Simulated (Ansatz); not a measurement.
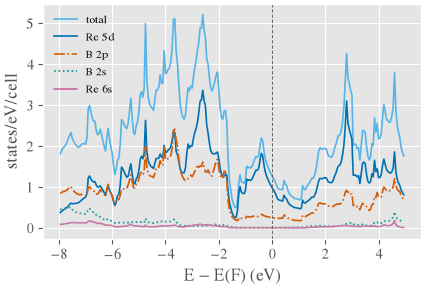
Fig. 1. Total and projected density of states of ReB$_{2}$ in space group P6_3/mmc (No. 194; Re on 2c, B on 4f), plane-wave PAW PBEsol (Ansatz code)

Problem. Which orbitals carry the states next to the Fermi level?

Solution. Within 0.5 eV of the Fermi level: Re 5d 78 %, B 2p 19 %. Projections are on Löwdin-orthogonalised atomic valence shells; empty p or d shells of many metals are not among them.

Problem. Where is the tallest occupied peak in this window, and what makes it?

Solution. Near -2.6 eV, about 5.2 states/eV per cell; the largest projected share is Re 5d.

The first step of the workflow began from a Materials Project structure, measured or hypothetical; the Crystallography Open Database files this formula in space group No. 194, but the cells were not matched. Its standing as an ambient phase is unchecked. The PBEsol relaxation kept the symmetry of its start; of distortions, only those at the zone centre were tested. No spin polarisation was allowed. Spin–orbit coupling is left out wherever it is not named.

Potentials: the later of the program's two PAW sets.
